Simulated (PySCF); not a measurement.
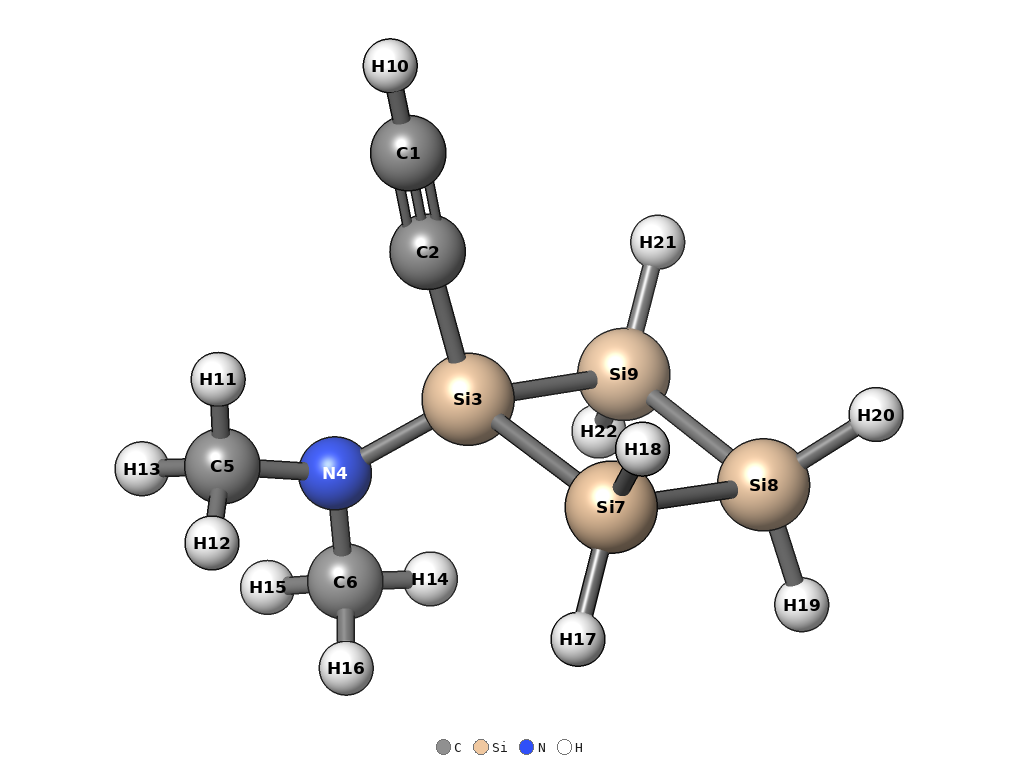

The computed structure is the end point of a PBE0-D3(BJ)/def2-SVP optimisation. No frequency run is at hand to confirm it as a minimum. Method: delta-SCF UKS SCAN, pcX-2 on the ionised atom, pcseg-1 elsewhere, spin-free X2C (PySCF 2.14.0).

Give the core-electron binding energies (to vacuum; p and d levels without spin–orbit splitting) of C1 1s, C2 1s, Si3 1s, Si3 2p, N4 1s, C5 1s, Si7 1s, Si7 2p, Si8 1s, Si8 2p.

| atom | level | binding energy (eV) |
| --- | --- | --- |
| C1 | 1s | 290.0 |
| C2 | 1s | 289.9 |
| Si3 | 1s | 1846.1 |
| Si3 | 2p | 106.5 |
| N4 | 1s | 404.0 |
| C5 | 1s | 291.3 |
| Si7 | 1s | 1845.2 |
| Si7 | 2p | 105.8 |
| Si8 | 1s | 1845.5 |
| Si8 | 2p | 106.0 |
